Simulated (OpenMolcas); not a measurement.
Run report: Ru²⁺, multiconfigurational calculation

- system: Ru²⁺.
- method: state-averaged SS-CASPT2, IPEA shift 0.15, imaginary shift 0.4 hartree, closed shells 4s 4p correlated, active space 6 electrons in the shell 4d, basis ANO-RCC-VQZP, X2C scalar Hamiltonian, spin-orbit coupling by RASSI with atomic mean-field integrals (OpenMolcas)

Output (extracts):
```
--- CASPT2 ---
Orbital specifications:
      -----------------------

      Symmetry species                           1   2
                                                ag  au
      Frozen orbitals                            8   6
      Inactive orbitals                          1   3
      Active orbitals                            5   0
      Secondary orbitals                        37  44
      Deleted orbitals                           0   0
      Number of basis functions                 51  53
Type of calculation                        MS-CASPT2
      Fock operator                              state-specific
      IPEA shift                                 0.15
      Real shift                                 0.00
      Imaginary shift                            0.40
      The input orbitals will be transformed to quasi-canonical
Reference energy:       -4527.1432301506
      E2 (Non-variational):      -0.4759619059
      Shift correction:          -0.0029613702
      E2 (Variational):          -0.4789232762
      Total energy:           -4527.6221534268
      Residual norm:              0.0000002852
      Reference weight:           0.92584
      Contributions to the CASPT2 correlation energy
      Active & Virtual Only:         -0.1221522712
      One Inactive Excited:          -0.2309975411
      Two Inactive Excited:          -0.1228120936
Reference energy:       -4527.1432301506
      E2 (Non-variational):      -0.4759730460
      Shift correction:          -0.0029704950
      E2 (Variational):          -0.4789435411
      Total energy:           -4527.6221736916
      Residual norm:              0.0000002819
      Reference weight:           0.92583
      Contributions to the CASPT2 correlation energy
      Active & Virtual Only:         -0.1221635374
      One Inactive Excited:          -0.2309972861
      Two Inactive Excited:          -0.1228122226
::    CASPT2 Root  1     Total energy:  -4527.62215343
::    CASPT2 Root  2     Total energy:  -4527.62217369
::    CASPT2 Root  3     Total energy:  -4527.62216063
::    CASPT2 Root  4     Total energy:  -4527.62218391
::    CASPT2 Root  5     Total energy:  -4527.62216672
::    MS-CASPT2 Root  1     Total energy:  -4527.62218734
::    MS-CASPT2 Root  2     Total energy:  -4527.62217525
::    MS-CASPT2 Root  3     Total energy:  -4527.62217148
::    MS-CASPT2 Root  4     Total energy:  -4527.62215814
::    MS-CASPT2 Root  5     Total energy:  -4527.62214616
--- CASPT2 ---
Orbital specifications:
      -----------------------

      Symmetry species                           1   2
                                                ag  au
      Frozen orbitals                            8   6
      Inactive orbitals                          1   3
      Active orbitals                            5   0
      Secondary orbitals                        37  44
      Deleted orbitals                           0   0
      Number of basis functions                 51  53
Type of calculation                        MS-CASPT2
      Fock operator                              state-specific
      IPEA shift                                 0.15
      Real shift                                 0.00
      Imaginary shift                            0.40
      The input orbitals will be transformed to quasi-canonical
Reference energy:       -4527.0646086073
      E2 (Non-variational):      -0.4867384821
      Shift correction:          -0.0030115321
      E2 (Variational):          -0.4897500142
      Total energy:           -4527.5543586215
      Residual norm:              0.0000002157
      Reference weight:           0.92377
      Contributions to the CASPT2 correlation energy
      Active & Virtual Only:         -0.1256486988
      One Inactive Excited:          -0.2420504309
      Two Inactive Excited:          -0.1190393524
Reference energy:       -4527.0646086073
      E2 (Non-variational):      -0.4866863204
      Shift correction:          -0.0029968778
      E2 (Variational):          -0.4896831981
      Total energy:           -4527.5542918054
      Residual norm:              0.0000002101
      Reference weight:           0.92384
      Contributions to the CASPT2 correlation energy
      Active & Virtual Only:         -0.1256647126
      One Inactive Excited:          -0.2420218681
      Two Inactive Excited:          -0.1189997397
::    CASPT2 Root  1     Total energy:  -4527.55435862
::    CASPT2 Root  2     Total energy:  -4527.55429181
::    CASPT2 Root  3     Total energy:  -4527.55433489
::    CASPT2 Root  4     Total energy:  -4527.55423026
::    CASPT2 Root  5     Total energy:  -4527.55430882
::    CASPT2 Root  6     Total energy:  -4527.55431471
::    CASPT2 Root  7     Total energy:  -4527.55428841
::    CASPT2 Root  8     Total energy:  -4527.55422511
::    CASPT2 Root  9     Total energy:  -4527.55432781
::    CASPT2 Root 10     Total energy:  -4527.55435256
::    CASPT2 Root 11     Total energy:  -4527.55429104
::    CASPT2 Root 12     Total energy:  -4527.55169654
::    CASPT2 Root 13     Total energy:  -4527.55169641
::    CASPT2 Root 14     Total energy:  -4527.55169670
::    CASPT2 Root 15     Total energy:  -4527.54840376
::    CASPT2 Root 16     Total energy:  -4527.54825165
::    CASPT2 Root 17     Total energy:  -4527.54847366
::    CASPT2 Root 18     Total energy:  -4527.54852866
::    CASPT2 Root 19     Total energy:  -4527.54813140
::    CASPT2 Root 20     Total energy:  -4527.54827737
::    CASPT2 Root 21     Total energy:  -4527.54820088
::    CASPT2 Root 22     Total energy:  -4527.54093138
::    CASPT2 Root 23     Total energy:  -4527.54107506
::    CASPT2 Root 24     Total energy:  -4527.54105680
::    CASPT2 Root 25     Total energy:  -4527.54109803
::    CASPT2 Root 26     Total energy:  -4527.54104392
::    CASPT2 Root 27     Total energy:  -4527.54094041
::    CASPT2 Root 28     Total energy:  -4527.54121945
::    CASPT2 Root 29     Total energy:  -4527.54110344
::    CASPT2 Root 30     Total energy:  -4527.54097984
--- CASPT2 ---
Orbital specifications:
      -----------------------

      Symmetry species                           1   2
                                                ag  au
      Frozen orbitals                            8   6
      Inactive orbitals                          1   3
      Active orbitals                            5   0
      Secondary orbitals                        37  44
      Deleted orbitals                           0   0
      Number of basis functions                 51  53
Type of calculation                        MS-CASPT2
      Fock operator                              state-specific
      IPEA shift                                 0.15
      Real shift                                 0.00
      Imaginary shift                            0.40
      The input orbitals will be transformed to quasi-canonical
Reference energy:       -4527.0252978356
      E2 (Non-variational):      -0.4911036837
      Shift correction:          -0.0030519688
      E2 (Variational):          -0.4941556525
      Total energy:           -4527.5194534881
      Residual norm:              0.0000002201
      Reference weight:           0.92297
      Contributions to the CASPT2 correlation energy
      Active & Virtual Only:         -0.1271974963
      One Inactive Excited:          -0.2468598562
      Two Inactive Excited:          -0.1170463312
Reference energy:       -4527.0252978356
      E2 (Non-variational):      -0.4910509724
      Shift correction:          -0.0030492617
      E2 (Variational):          -0.4941002341
      Total energy:           -4527.5193980697
      Residual norm:              0.0000002193
      Reference weight:           0.92299
      Contributions to the CASPT2 correlation energy
      Active & Virtual Only:         -0.1271641824
      One Inactive Excited:          -0.2468616074
      Two Inactive Excited:          -0.1170251826
::    CASPT2 Root  1     Total energy:  -4527.51945349
::    CASPT2 Root  2     Total energy:  -4527.51939807
::    CASPT2 Root  3     Total energy:  -4527.51933500
::    CASPT2 Root  4     Total energy:  -4527.51917864
::    CASPT2 Root  5     Total energy:  -4527.51971196
::    CASPT2 Root  6     Total energy:  -4527.51899123
::    CASPT2 Root  7     Total energy:  -4527.51926753
::    CASPT2 Root  8     Total energy:  -4527.51889637
::    CASPT2 Root  9     Total energy:  -4527.51962885
::    CASPT2 Root 10     Total energy:  -4527.51926634
::    CASPT2 Root 11     Total energy:  -4527.51910700
::    CASPT2 Root 12     Total energy:  -4527.51903646
::    CASPT2 Root 13     Total energy:  -4527.51953610
::    CASPT2 Root 14     Total energy:  -4527.51595557
::    CASPT2 Root 15     Total energy:  -4527.51574711
::    CASPT2 Root 16     Total energy:  -4527.51606940
::    CASPT2 Root 17     Total energy:  -4527.51595121
::    CASPT2 Root 18     Total energy:  -4527.51607530
::    CASPT2 Root 19     Total energy:  -4527.51606453
::    CASPT2 Root 20     Total energy:  -4527.51582754
::    CASPT2 Root 21     Total energy:  -4527.51581528
::    CASPT2 Root 22     Total energy:  -4527.51564733
::    MS-CASPT2 Root  1     Total energy:  -4527.52322759
::    MS-CASPT2 Root  2     Total energy:  -4527.52246261
::    MS-CASPT2 Root  3     Total energy:  -4527.52238782
::    MS-CASPT2 Root  4     Total energy:  -4527.52131794
::    MS-CASPT2 Root  5     Total energy:  -4527.52124072
::    MS-CASPT2 Root  6     Total energy:  -4527.52081426
::    MS-CASPT2 Root  7     Total energy:  -4527.52009445
::    MS-CASPT2 Root  8     Total energy:  -4527.51996995
```

Spin-orbit levels, grouped by J and assigned (the lowest 15):

| Configuration | Level | E (cm⁻¹) | LS purity (%) | Landé g |
| --- | --- | --- | --- | --- |
| 4d⁶ | ⁵D₄ | 0 | 99 | 1.498 |
| 4d⁶ | ⁵D₃ | 1,219 | 99 | 1.499 |
| 4d⁶ | ⁵D₂ | 1,929 | 99 | 1.500 |
| 4d⁶ | ⁵D₁ | 2,358 | 98 | 1.501 |
| 4d⁶ | ⁵D₀ | 2,561 | 98 | – |
| 4d⁶ | ³P₂ | 15,350 | 99 | 1.501 |
| 4d⁶ | J = 4 (even, mixed) | 15,440 | 46 | 0.989 |
| 4d⁶ | ³H₆ | 15,460 | 98 | 1.163 |
| 4d⁶ | ³H₅ | 15,710 | 82 | 1.063 |
| 4d⁶ | J = 4 (even, mixed) | 17,130 | 54 | 1.050 |
| 4d⁶ | ³F₃ | 17,170 | 83 | 1.031 |
| 4d⁶ | ³F₂ | 17,950 | 100 | 0.667 |
| 4d⁶ | ³P₁ | 18,610 | 98 | 1.501 |
| 4d⁶ | ³G₅ | 19,060 | 82 | 1.171 |
| 4d⁶ | ³G₄ | 20,170 | 80 | 1.060 |

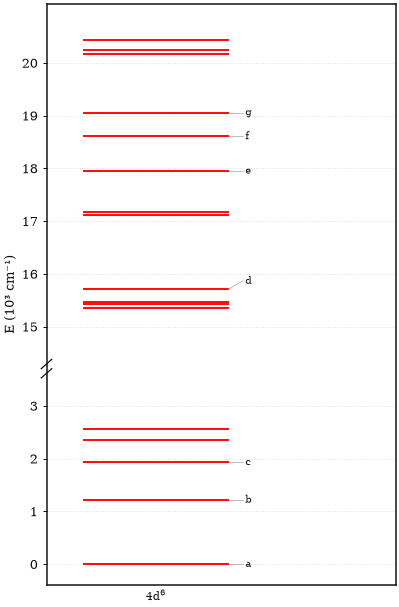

The lowest computed levels of Ru²⁺ (ruthenium, Z = 44), 7 of them lettered. a: 4d⁶ ⁵D₄ at 0; b: 4d⁶ ⁵D₃ at 1,220 cm⁻¹; c: 4d⁶ ⁵D₂ at 1,930 cm⁻¹; d: 4d⁶ ³H₅ at 15,700 cm⁻¹; e: 4d⁶ ³F₂ at 18,000 cm⁻¹; f: 4d⁶ ³P₁ at 18,600 cm⁻¹; g: 4d⁶ ³G₅ at 19,100 cm⁻¹.

The input:
```
&GATEWAY
Coord
1

Ru 0.0 0.0 0.0
Basis=ANO-RCC-VQZP
Group=XYZ
NoMove
AngMom=0.0 0.0 0.0
AMFI
RX2C
&SEWARD
&RASSCF
FileOrb=start.orb
Symmetry=1
Spin=5
nActEl=6 0 0
Inactive=9 9
Ras2=5 0
CIRoot=5 5 1
SDav=5
CIMx=300
Iter=120 100
PrWF=0.3
OrbListing=Nothing
MaxOrb=0
Atom
>>> COPY $Project.JobIph JOB001
&RASSCF
FileOrb=start.orb
Symmetry=1
Spin=3
nActEl=6 0 0
Inactive=9 9
Ras2=5 0
CIRoot=45 45 1
SDav=45
CIMx=300
Iter=120 100
PrWF=0.3
OrbListing=Nothing
MaxOrb=0
Atom
CIOnly
>>> COPY $Project.JobIph JOB002
&RASSCF
FileOrb=start.orb
Symmetry=1
Spin=1
nActEl=6 0 0
Inactive=9 9
Ras2=5 0
CIRoot=50 50 1
SDav=50
CIMx=300
Iter=120 100
PrWF=0.3
OrbListing=Nothing
MaxOrb=0
Atom
CIOnly
>>> COPY $Project.JobIph JOB003
&RASSI
NrOfJobIphs=3 5 30 22
1 2 3 4 5
1 2 3 4 5 6 7 8 9 10 11 12 13 14 15 16 17 18 19 20 21 22 23 24 25 26 27
28 29 30
1 2 3 4 5 6 7 8 9 10 11 12 13 14 15 16 17 18 19 20 21 22
IphNames
JOB001
JOB002
JOB003
EJob
SpinOrbit
DIPRint=1.0
SOCoupling=1000.0
Subsets=2
MEES
Property=10
'ANGMOM' 1 'ANGMOM' 2 'ANGMOM' 3 'MLTPL  1' 1 'MLTPL  1' 2 'MLTPL  1' 3
'AMFI' 1 'AMFI' 2 'AMFI' 3 'MLTPL  2' 6
SOProperty=3
'ANGMOM' 1 'ANGMOM' 2 'ANGMOM' 3
>>> COPY JOB001 $Project.JobIph
&CASPT2
Multistate=5 1 2 3 4 5
Frozen=8 6
IPEA=0.15
Imaginary=0.4
MaxIter=60
WThr=0.0 0.3 0.05
PrWF=0.5
NoMix
>>> COPY JOB002 $Project.JobIph
&CASPT2
Multistate=30 1 2 3 4 5 6 7 8 9 10 11 12 13 14 15 16 17 18 19 20 21 22
23 24 25 26 27 28 29 30
Frozen=8 6
IPEA=0.15
Imaginary=0.4
MaxIter=60
WThr=0.0 0.3 0.05
PrWF=0.5
NoMix
>>> COPY JOB003 $Project.JobIph
&CASPT2
Multistate=22 1 2 3 4 5 6 7 8 9 10 11 12 13 14 15 16 17 18 19 20 21 22
Frozen=8 6
IPEA=0.15
Imaginary=0.4
MaxIter=60
WThr=0.0 0.3 0.05
PrWF=0.5
NoMix
```

The file start.orb holds starting orbitals from an earlier step. A driver script formed the levels outside the program, from RASSI's spin-orbit matrix and the CASPT2 energies (for multi-state variants, the effective Hamiltonian), averaged over the components of each term or state. The log and the time are those of the CASPT2 step.

Launched with:
```bash
OMP_NUM_THREADS=1 MOLCAS_MEM=2252 MOLCAS_PROJECT=a pymolcas a.inp > a.log  # once for each step of the input, in one work folder
```

Key numbers:

```
                                 quantity                                                                 value
                                  outcome                                                             converged
                             lowest level                                                               4d⁶ ⁵D₄
                      first excited level                                 4d⁶ ⁵D₃, 1,219 cm⁻¹ (measured: 1,159)
      energy of the lowest spin-free term                                                   −4527.62217 hartree
    energy of the lowest spin-orbit level                                                   −4527.62810 hartree
                CASPT2 correlation energy                                                       −0.4789 hartree
largest spread among components of a term                                                            179.0 cm⁻¹
                  lowest reference weight                                                                 0.921
                                 hardware  1 thread of Arm Neoverse V2, 24 GiB of memory available, shared host
                                wall time                                                                  22 s
```

Notes:

The components of ¹I, which symmetry makes degenerate, are split by 179 cm⁻¹ in CASPT2, and those of 3 more by over 50 cm⁻¹. This is an artefact; the levels of such states rest on averages and are uncertain by about as much. The run is of multi-state type; this report uses its single-state energies. Caveats: only configurations of the active space are included; spin-free states above about 28,000 cm⁻¹ are left out of the spin-orbit step.
